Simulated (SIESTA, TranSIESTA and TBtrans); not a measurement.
Junction: Rh chain with one S atom inserted. Leads: straight Rh chain, spacing 2.3 Å. Geometry: as built, not relaxed.

Computed with TranSIESTA and TBtrans, PBE, DZP numerical orbitals (energy shift 0.15 eV), PseudoDojo norm-conserving scalar-relativistic potentials, mesh cutoff 200 Ry, 300 K, spin-polarised (collinear), no spin-orbit coupling; self-consistent non-equilibrium Green functions.

Energies count from the leads' Fermi level. Transmissions are for each spin. The energy step is 0.01 eV; narrower resonances are cut or missed.

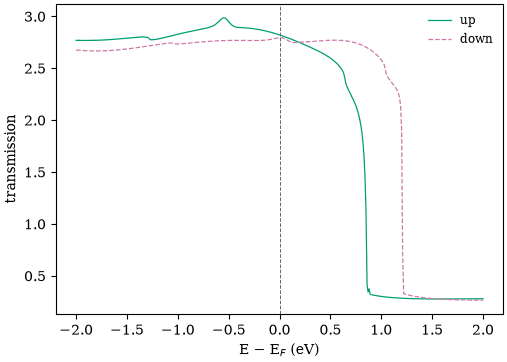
Figure. Transmission against energy

```
E (eV)  T up  T down  lead channels up       down
------  ----  ------  ----------------  ---------
-2.00   2.77    2.68                 3          3
-1.80   2.77    2.67                 3          3
-1.60   2.78    2.68                 3          3
-1.40   2.80    2.70         band edge          3
-1.20   2.78    2.73                 6          3
-1.00   2.83    2.73                 6          4
-0.80   2.87    2.75                 6  band edge
-0.60   2.95    2.76                 6          6
-0.40   2.89    2.77                 4          6
-0.20   2.87    2.77                 4          6
0.00    2.82    2.79                 4          6
0.20    2.75    2.75                 4          4
0.40    2.66    2.77                 4          4
0.60    2.50    2.77                 4          4
0.80    1.94    2.73                 3          4
1.00    0.30    2.58                 1          4
1.20    0.28    1.90                 1  band edge
1.40    0.28    0.29                 1          1
1.60    0.28    0.27                 1          1
1.80    0.28    0.27                 1          1
2.00    0.28    0.27                 1          1
```

The magnetic order of the leads was set by the start, and no other order was tried; the separate lead runs end at 0.62 (left) and 0.62 (right) μB an atom. The straight chain is held at its spacing; free chains may zigzag or dimerise.
